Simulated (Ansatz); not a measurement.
Bond stretch in AlH, singlet.

Levels of theory: RKS-PBE = Ansatz (a program for electronic structure) with restricted PBE/cc-pVTZ; RKS-CAM-B3LYP = restricted CAM-B3LYP/cc-pVTZ (Ansatz); RKS-BLYP = restricted BLYP/cc-pVTZ (Ansatz); UCCSD(T) = CCSD(T) on UHF/cc-pVTZ, frozen core run with Ansatz; UKS-CAM-B3LYP = Ansatz with unrestricted CAM-B3LYP/cc-pVTZ; UKS-BLYP = unrestricted BLYP/cc-pVTZ (Ansatz); UKS-PBE = unrestricted PBE/cc-pVTZ in Ansatz; FCI = Ansatz with full CI/cc-pVTZ, frozen core.

Cost and accuracy over the 23 points of the scan, with FCI as yardstick. Costs are rough ratios of core time within Ansatz on shared cores, each with its mean field (Kohn-Sham runs search longer for lower solutions than correlated ones do); the miss is the largest error against full CI of the curve after the mean shift, in mEh.

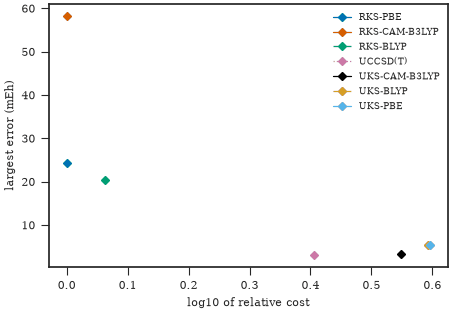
*Miss against cost, one point a level.*

```
level          relative cost  largest error
-------------  -------------  -------------
RKS-PBE                    1           24.4
RKS-CAM-B3LYP              1           58.3
RKS-BLYP                   1           20.5
UCCSD(T)                   3            3.0
UKS-CAM-B3LYP              4            3.2
UKS-BLYP                   4            5.4
UKS-PBE                    4            5.3
```

Costs within a factor of two of each other count as equal.

The restricted form behind RKS-PBE, RKS-CAM-B3LYP, RKS-BLYP keeps the bonding electrons paired and can't separate into open-shell fragments. The unrestricted determinant behind UCCSD(T) is spin-contaminated at 1.24 to 1.93, 2.47 to 6.59 Å (<S²> up to 1.0, against 0.00 for a pure singlet). The unrestricted determinant behind UKS-CAM-B3LYP is spin-contaminated at 2.96 to 6.59 Å (<S²> up to 1.0, against 0.00 for a pure singlet). The unrestricted determinant behind UKS-BLYP is spin-contaminated at 3.32 to 6.59 Å (<S²> up to 0.9, against 0.00 for a pure singlet). The unrestricted determinant behind UKS-PBE is spin-contaminated at 3.32 to 6.59 Å (<S²> up to 1.0, against 0.00 for a pure singlet).
